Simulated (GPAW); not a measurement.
# TiO2 (Anatase, I4_1/amd): the O K absorption edge, part 4 of 4

Aim: the dependence of the O K near-edge features of TiO2 (Anatase, I4_1/amd) on volume.

GPAW 26.7.0; X-ray absorption from dipole matrix elements to empty bands, plane-wave PAW revPBE.

So far. Step 8 (Spectrum with FCH, O atom 3): Against the first run the r.m.s. difference is 12 %. The highest intensity below 16 eV goes from 3.7 eV (2.16) to 3.8 eV (2.18). Step 10 (Spectrum with FCH, O atom 3): The scaled spectrum changes by 11 % r.m.s. The highest intensity below 16 eV goes from 3.7 eV (2.16) to 3.5 eV (2.14).

### 12. Spectrum with FCH, O atom 3

Shorter bonds are expected to push antibonding states and scattering resonances up, and longer ones down; the cell is scaled to test that.

Changed against the first core-hole run: volume scale from 1 to 1.06.

The input, xas.py:

```python
import numpy as np
from ase import Atoms
from ase.parallel import parprint, paropen
from gpaw import GPAW, PW, FermiDirac, Mixer, MixerDif, setup_paths
from gpaw.test import gen
setup_paths.insert(0, '.')
gen('O', name='fch1s', xcname='revPBE', corehole=(1, 0, 1), write_xml=True)
from gpaw.mpi import world
world.barrier()

atoms = Atoms('Ti4O8',
    cell=[[3.85841884, -3.85841884, 0],
     [3.85841884, 3.85841884, 0],
     [-1.92920942, 1.92920942, 4.85060408]],
    scaled_positions=[[0, 0.25, 0.5],
     [0.5, 0.75, 0.5],
     [0, 0, 0],
     [0.5, 0.5, 0],
     [0.7919, 0, 0.5838],
     [0.2919, 0.5, 0.5838],
     [0.7919, 0.25, 0.0838],
     [0.2919, 0.75, 0.0838],
     [0.2081, 0.25, 0.9162],
     [0.7081, 0.75, 0.9162],
     [0.2081, 0, 0.4162],
     [0.7081, 0.5, 0.4162]],
    pbc=True)
atoms.calc = calc = GPAW(legacy_gpaw=True, mode=PW(500, force_complex_dtype=True), xc='revPBE', setups={4: 'fch1s'},
    kpts={'size': (4, 3, 4), 'gamma': True}, occupations=FermiDirac(0.02),
    charge=0, mixer=Mixer(0.1, 5, 50), maxiter=150,
    convergence={'density': 0.0001, 'eigenstates': 1e-6}, txt='scf.txt')
energy = atoms.get_potential_energy() + calc.get_reference_energy()
ef = calc.get_fermi_level()
out = dict(energy=energy, fermi=ef, forces=atoms.get_forces().tolist())
parprint(f'all-electron energy {energy:.4f} eV, Fermi level {ef:.4f} eV')
ev = np.array([[calc.get_eigenvalues(k, s) for k in range(len(calc.get_ibz_k_points()))] for s in range(calc.get_number_of_spins())])
out['homo'], out['lumo'], out['counts'] = ev[ev < ef].max(), ev[ev > ef].min(), sorted(set((ev < ef).sum((0, 2)).tolist()))
out['filled'] = (ev[:, 0] < ef).sum(1).tolist()

from ase.units import Ha
from gpaw.xas import dipole_matrix_elements
nb = int(calc.get_number_of_electrons() / 2) + 109
top, nb = nb, nb + 8 + nb // 12
nscf = calc.fixed_density(kpts={'size': (5, 5, 5), 'gamma': True}, nbands=nb,
    convergence={'bands': top, 'eigenstates': 5e-3}, maxiter=60, txt='nscf.txt')
cell = atoms.cell.array
ops = [cell.T @ U.T @ np.linalg.inv(cell.T) for U in nscf.wfs.kd.symmetry.op_scc]
filled = [48]  # bands filled in the ground state, by spin
E = np.arange(-6, 34, 0.1)
fwhm = np.interp(E, [4, 25], [0.9, 3.5])
Y, X, zero, highest = 0, 0, 1e9, 1e9
for spin in range(nscf.get_number_of_spins()):
    wfs = nscf.wfs
    mine = wfs.bd.get_slice()  # this rank's bands
    A = dipole_matrix_elements(wfs.setups[4])
    eps = np.zeros((wfs.kd.nibzkpts, nb))
    d = np.zeros((3, A.shape[1], wfs.kd.nibzkpts, nb), complex)
    for kpt in wfs.kpt_u:
        if kpt.s == spin and 4 in kpt.P_ani:
            eps[kpt.k, mine] = kpt.eps_n * Ha
            d[:, :, kpt.k, mine] = (kpt.weight * wfs.nspins / 2) ** 0.5 * np.inner(A, kpt.P_ani[4])
    world.sum(eps)
    world.sum(d)
    T = np.einsum('amkn,bmkn->abkn', d, d.conj()).real
    T = sum(np.einsum('ai,ijkn,bj->abkn', R, T, R) for R in ops) / len(ops)
    empty = np.ones_like(eps, bool) & (np.arange(nb) >= filled[spin])
    zero, highest = min(zero, eps[empty].min()), min(highest, eps[:, top - 1].min())
    lines = [(eps, T, empty)] if spin == 0 else lines + [(eps, T, empty)]
for eps, T, empty in lines:
    f = np.einsum('aakn->akn', T).reshape(3, -1)
    x = eps.ravel() - zero
    w = np.interp(x, E, fwhm) / 2.35482
    g = np.exp(-0.5 * ((E[:, None] - x) / w) ** 2) / (w * (2 * np.pi) ** 0.5)
    Y = Y + (f * empty.ravel()) @ g.T
    X = X + (f * ~empty.ravel()) @ g.T
out.update(E=E.round(2).tolist(), xas=Y.tolist(), xes=X.tolist(), zero=zero, valid=highest - zero, nk=len(eps), nb=nb)
for i in range(0, len(E), 10):
    parprint(f'{E[i]:7.2f}', *(f'{v:10.3e}' for v in Y[:, i]))
import json
with paropen('out.json', 'w') as f:
    json.dump(out, f)
```

Run with:

```bash
$ OMP_NUM_THREADS=1 mpirun -n 4 gpaw python xas.py
```

Numbers of over 12 decimals in the logs are rounded to 6 here.

Output:

```text
Input parameters:
  convergence: {density: 0.0001,
                eigenstates: 1e-06}
  kpts: {gamma: True,
         size: (4, 3, 4)}
  maxiter: 150
  mixer: {backend: pulay,
          beta: 0.1,
          method: separate,
          nmaxold: 5,
          weight: 50}
  mode: {ecut: 500.0,
         force_complex_dtype: True,
         name: pw}
  occupations: {fixmagmom: False,
                name: fermi-dirac,
[...]
*p    :    -0.060364
*d    :     0.000000
--------------------------------

Diagonalizing with gridspacing h=0.050

state   all-electron     PAW
-------------------------------
2s:      -1.610682    -1.612130
2p:      -1.060364    -1.066633
*d:                   -0.064109
*f:                   -0.013753
-------------------------------
all-electron energy -108814.2707 eV, Fermi level 4.4557 eV
[...]
32.00  5.630e-05  5.606e-05  7.449e-05
  33.00  6.208e-05  6.758e-05  7.206e-05
[key lines of the parts left out:]
Converged after 19 iterations.
Dipole moment: (0.180434, -0.180434, 0.040566) |e|*Ang
Free energy:   -119.871731
Fermi level: 4.45568
```

Wall time 2.8 min (4 MPI ranks of Arm Neoverse V1, shared host); peak memory 0.49 GiB.

| E (eV) | first run | this run |
| --- | --- | --- |
| -2.0 | 0.00 | 0.00 |
| -1.0 | 0.00 | 0.00 |
| 0.0 | 0.08 | 0.12 |
| 1.0 | 1.77 | 1.88 |
| 2.0 | 0.89 | 0.73 |
| 3.0 | 1.26 | 1.94 |
| 4.0 | 2.07 | 1.78 |
| 5.0 | 0.85 | 0.30 |
| 6.0 | 0.07 | 0.05 |
| 7.0 | 0.16 | 0.19 |
| 8.0 | 0.43 | 0.51 |
| 9.0 | 0.85 | 0.92 |
| 10.0 | 1.07 | 1.10 |
| 11.0 | 0.93 | 0.97 |
| 12.0 | 0.82 | 0.98 |
| 13.0 | 1.06 | 1.38 |
| 14.0 | 1.53 | 1.84 |
| 15.0 | 1.88 | 1.81 |
| 16.0 | 1.64 | 1.24 |
| 17.0 | 1.05 | 0.75 |
| 18.0 | 0.65 | 0.58 |
| 19.0 | 0.58 | 0.65 |
| 20.0 | 0.72 | 0.83 |
| 21.0 | 0.89 | 0.95 |
| 22.0 | 0.97 | 0.94 |
| 23.0 | 0.92 | 0.85 |
| 24.0 | 0.82 | 0.75 |
| 25.0 | 0.72 | 0.65 |
| 26.0 | 0.63 | 0.60 |
| 27.0 | 0.58 | 0.61 |
| 28.0 | 0.60 | 0.69 |
| 29.0 | 0.67 | 0.79 |
| 30.0 | 0.76 | 0.90 |
| 31.0 | 0.86 | 1.02 |
| 32.0 | 0.96 | 1.13 |

The scaled spectrum changes by 21 % r.m.s. A shift of -0.2 eV leaves 13 %. The highest intensity below 16 eV goes from 3.7 eV (2.16) to 3.3 eV (2.12).

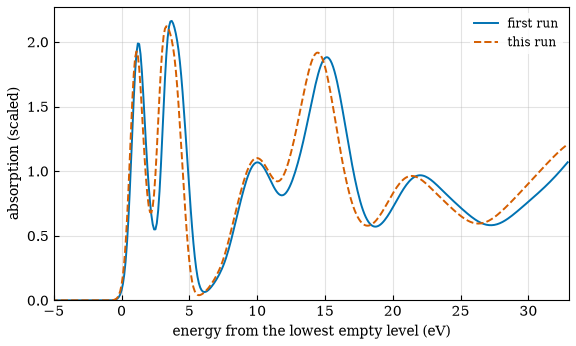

The effect of the change (volume scale from 1 to 1.06).

The photon energy of the zero moves by -0.14 eV.

### 13. The volumes side by side

| volume | nearest distance (Å) | shift of the zero (eV) | maximum 1 (eV above own zero) | maximum 2 (eV above own zero) | maximum 3 (eV above own zero) | maximum 4 (eV above own zero) |
| --- | --- | --- | --- | --- | --- | --- |
| 0.94 | 1.894 | +0.14 | 1.4 | 4.0 | 10.1 | 15.8 |
| 0.97 | 1.914 | +0.07 | 1.3 | 3.8 | 10.1 | 15.5 |
| 1 | 1.934 | +0.00 | 1.2 | 3.7 | 10.0 | 15.1 |
| 1.03 | 1.953 | -0.07 | 1.2 | 3.5 | 10.0 | 14.8 |
| 1.06 | 1.972 | -0.14 | 1.1 | 3.3 | 10.0 | 14.5 |

The curves, each shifted by its zero's change so that they share one photon-energy axis, counted from the zero at V × 1:

| E (eV) | V × 0.94 | V × 0.97 | V × 1 | V × 1.03 | V × 1.06 |
| --- | --- | --- | --- | --- | --- |
| -2.0 | 0.00 | 0.00 | 0.00 | 0.00 | 0.00 |
| -1.0 | 0.00 | 0.00 | 0.00 | 0.00 | 0.00 |
| 0.0 | 0.02 | 0.04 | 0.08 | 0.14 | 0.24 |
| 1.0 | 1.15 | 1.49 | 1.77 | 1.91 | 1.91 |
| 2.0 | 1.47 | 1.15 | 0.89 | 0.71 | 0.68 |
| 3.0 | 0.43 | 0.72 | 1.26 | 1.80 | 2.07 |
| 4.0 | 2.12 | 2.17 | 2.07 | 1.89 | 1.60 |
| 5.0 | 1.69 | 1.30 | 0.85 | 0.45 | 0.18 |
| 6.0 | 0.39 | 0.15 | 0.07 | 0.06 | 0.07 |
| 7.0 | 0.12 | 0.14 | 0.16 | 0.19 | 0.22 |
| 8.0 | 0.32 | 0.37 | 0.43 | 0.50 | 0.57 |
| 9.0 | 0.72 | 0.79 | 0.85 | 0.91 | 0.97 |
| 10.0 | 1.03 | 1.05 | 1.07 | 1.08 | 1.10 |
| 11.0 | 0.95 | 0.93 | 0.93 | 0.93 | 0.95 |
| 12.0 | 0.73 | 0.76 | 0.82 | 0.91 | 1.02 |
| 13.0 | 0.78 | 0.91 | 1.06 | 1.25 | 1.45 |
| 14.0 | 1.09 | 1.30 | 1.53 | 1.73 | 1.88 |
| 15.0 | 1.56 | 1.76 | 1.88 | 1.87 | 1.75 |
| 16.0 | 1.83 | 1.79 | 1.64 | 1.40 | 1.16 |
| 17.0 | 1.54 | 1.30 | 1.05 | 0.84 | 0.71 |
| 18.0 | 0.99 | 0.78 | 0.65 | 0.59 | 0.58 |
| 19.0 | 0.62 | 0.57 | 0.58 | 0.62 | 0.67 |
| 20.0 | 0.60 | 0.65 | 0.72 | 0.79 | 0.85 |
| 21.0 | 0.75 | 0.83 | 0.89 | 0.94 | 0.96 |
| 22.0 | 0.91 | 0.95 | 0.97 | 0.96 | 0.93 |
| 23.0 | 0.96 | 0.95 | 0.92 | 0.88 | 0.83 |
| 24.0 | 0.90 | 0.86 | 0.82 | 0.77 | 0.73 |
| 25.0 | 0.81 | 0.76 | 0.72 | 0.68 | 0.64 |
| 26.0 | 0.72 | 0.67 | 0.63 | 0.60 | 0.60 |
| 27.0 | 0.63 | 0.60 | 0.58 | 0.59 | 0.62 |
| 28.0 | 0.57 | 0.58 | 0.60 | 0.65 | 0.70 |
| 29.0 | 0.58 | 0.62 | 0.67 | 0.74 | 0.81 |
| 30.0 | 0.64 | 0.70 | 0.76 | 0.84 | 0.92 |
| 31.0 | 0.71 | 0.78 | 0.86 | 0.94 | 1.03 |
| 32.0 | 0.79 | 0.87 | 0.96 | 1.06 | 1.14 |

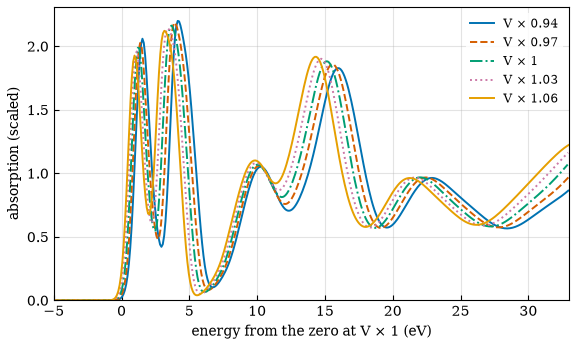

The edge at each volume, on one photon-energy scale.

### 14. What came out

```yaml
absorber_and_edge: O K, atom 3 of the ground-state input (counted from 1)
surroundings: 2 Ti at 1.93 Å and 1 Ti at 1.98 Å (distorted T-shaped, site symmetry 2mm)
highest_intensity_below_16_ev: 3.7 eV above the zero, height 2.16
photon_energy_of_the_zero_with_the_added_terms: 529.2 eV (raw 538.1 eV; uncertain by a few eV)
```

From V × 0.94 to V × 1.06 the nearest distance grows by 0.077 Å and the zero moves by -0.28 eV. Above their own zero, the maxima move from 1.4 to 1.1 eV, from 4.0 to 3.3 eV, from 10.1 to 10.0 eV and from 15.8 to 14.5 eV. The one highest in energy moves most, in the direction that the rule ΔE·R² ≈ constant for scattering resonances gives. The O K edge of atom 3, with 2 Ti at 1.93 Å and 1 Ti at 1.98 Å (distorted T-shaped, site symmetry 2mm), has its highest intensity of the first 16 eV at 3.7 eV above the zero, near 533 eV in photon energy (uncertain by a few eV), 2.2 times the mean level of the first 20 eV (Gaussian full width 0.9 eV up to 4 eV, rising linearly to 3.5 eV at 25 eV). At the O K edge of atom 3 polarisation matters most near 3.7 eV, where the curves differ by 1.4 on this scale. The holes are only 5.4 Å apart, so the shape is probably not converged with cell size; no larger cell was run here. The mesh is coarse (0.27 Å⁻¹ between points), so small maxima may be mesh ripples. The structure is a published determination, not relaxed.

[Banner, clock and machine lines of the logs are left out without a mark of their own.]

[Logs are printed without paths, hosts, clocks, repeated set-up lines and the standing remarks that a program may print on its own settings, such as how far it seeks lower states.]

[Hosts, paths, dates, database ids (printed as entryN), source tags and the programs' standing remarks are cut or masked in the printed files.]

[Lists of maxima count a maximum above −3 eV only where it reaches 4 % of the highest in the window and stands out from its surroundings by 2 % of it (1.5 % where it reaches 55 %); shoulders and weaker maxima are passed over, and of the rest the first, up to two pre-edge ones and the few strongest are named.]
